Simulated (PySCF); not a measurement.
C₃H₇ClO₃Si₂

Input file:

```
{"job": {"kind": "nmr", "xc": "PBE0", "basis": "pcSseg-1"}, "charge": 0, "multiplicity": 1}
O      2.397962     1.289943     0.273402
C      2.467818     0.541534    -0.672258
O      1.615997    -0.388942    -0.964577
C      0.513194    -0.520564    -0.042695
C     -0.726556    -1.054153    -0.746428
Si    -2.185653    -0.602681     0.410067
O     -1.488499     0.631834     1.216664
Si     0.058908     1.112312     0.885353
Cl    -0.146947     2.703525    -0.304224
H      3.290618     0.573923    -1.400407
H      0.842450    -1.246739     0.710288
H     -0.627856    -2.114956    -0.969799
H     -0.834061    -0.535094    -1.700429
H     -3.335507    -0.076128    -0.309561
H     -2.463387    -1.634174     1.402054
H      0.613921     1.329305     2.201140
```

Launched as:

```sh
OMP_NUM_THREADS=1 python probes_run.py task.json out
```

Geometry: GFN2-xTB.

The calculation used PBE0/pcSseg-1, SCF density, gas phase, non-relativistic (PySCF).

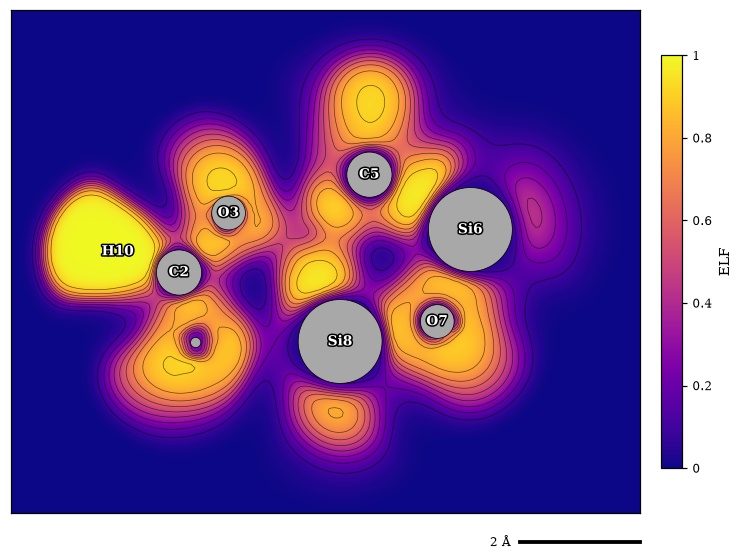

Figure 1. Electron localisation function on the plane of atoms C5, Si6 and O7. Grey discs cover the atomic cores.

Q: What do the fields say about this system?

A: The plane passes through C, O, Si and H nuclei.
Si–O (1.63 Å): the ELF peaks at about 0.85 between the atoms: a polar covalent bond.
C–Si (1.92 Å): the ELF peaks at about 0.95 between the atoms, as expected for a covalent bond.
C–H (1.10 Å): the ELF climbs to about 1 towards the hydrogen, as it does in any bond to H; an ordinary covalent bond to hydrogen.
C–O (1.29 Å): the ELF peaks at about 0.90 between the atoms (a polar covalent bond).
The ELF also peaks beside O1, O7 and O3, away from the bonds: lone-pair regions.

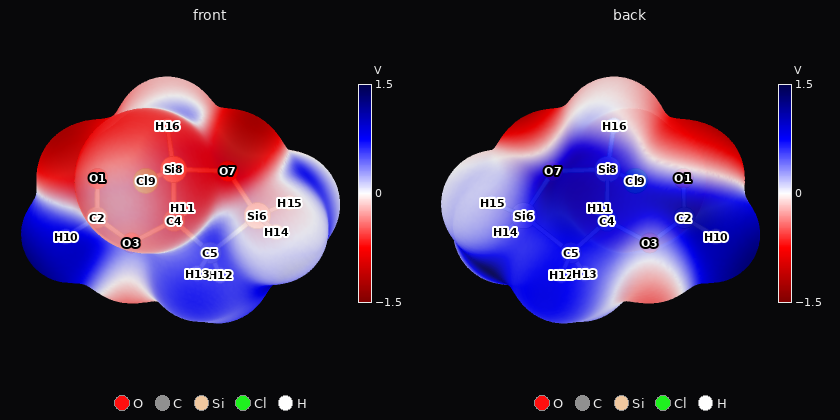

Figure 2. The molecular electrostatic potential painted on the density surface at 0.001 e/bohr³, seen from the front and from behind; red is negative and blue positive.

Q: Which sites attract a positive test charge, and which a negative one?

A: A positive charge is drawn to the negative regions and a negative charge to the positive ones. The most negative region (about −1.2 V) lies over O1 and O7, the most positive (about +1.4 V) over Si6.

Q: How polar is the molecule by this calculation?

A: Its dipole moment is 3.53 D.
